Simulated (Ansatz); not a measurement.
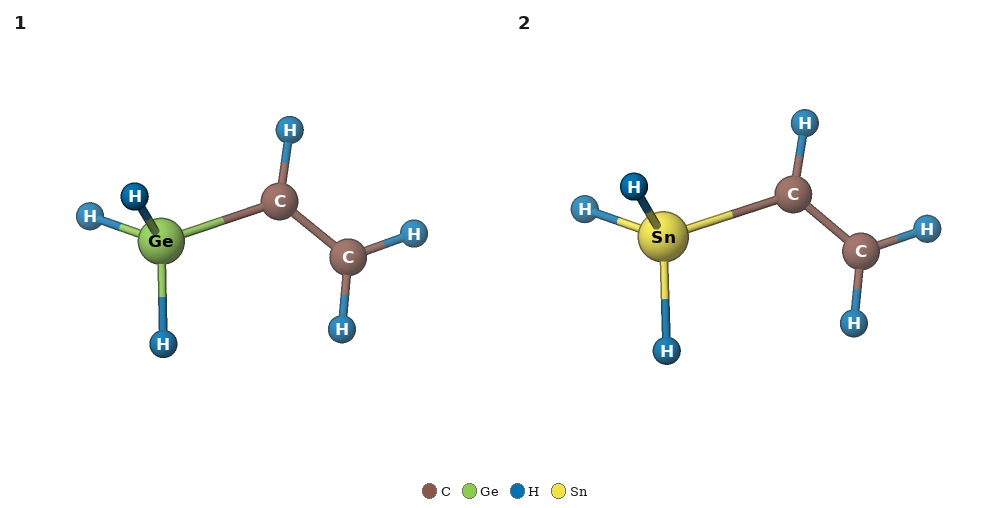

2 molecules with one skeleton, seen from the same side and at one scale. Each species is neutral and a spin singlet. Computed geometries: PBE0-D4/def2-TZVP optimisations, one conformation each. Properties computed with Ansatz 0.2.0. Elements past Kr carry core potentials.

One atom differs, called X below: Ge in panel 1, Sn in panel 2. Their formulas are C2H6Ge (`C=[CH][GeH3]`), C2H6Sn (`C=[CH][SnH3]`).

In which is the mean length of X–H larger (PBE0-D4/def2-TZVP)?

In panel 2 (X = Sn).

In which is the length of X–C larger (PBE0-D4/def2-TZVP)?

In panel 2 (X = Sn).

Give the values. With PBE0-D4/def2-TZVP: length of X–C (Å), mean length of X–H (Å), mean angle C–X–H (°), dipole moment (D), harmonic zero-point energy (kJ/mol). With ωB97M-V/def2-SVP: HOMO energy (Kohn–Sham orbital) (eV), HOMO–LUMO gap (eV).

```
                            quantity  1 (Ge)  2 (Sn)   2 − 1
                   length of X–C (Å)   1.938   2.124  +0.186
              mean length of X–H (Å)   1.539   1.708  +0.169
                mean angle C–X–H (°)   109.9   109.6    −0.3
HOMO energy (Kohn–Sham orbital) (eV)  −10.10  −10.08   +0.02
                  HOMO–LUMO gap (eV)   12.20   12.11   −0.09
                   dipole moment (D)    0.61    0.64   +0.03
 harmonic zero-point energy (kJ/mol)   171.2   162.3    −8.9
```
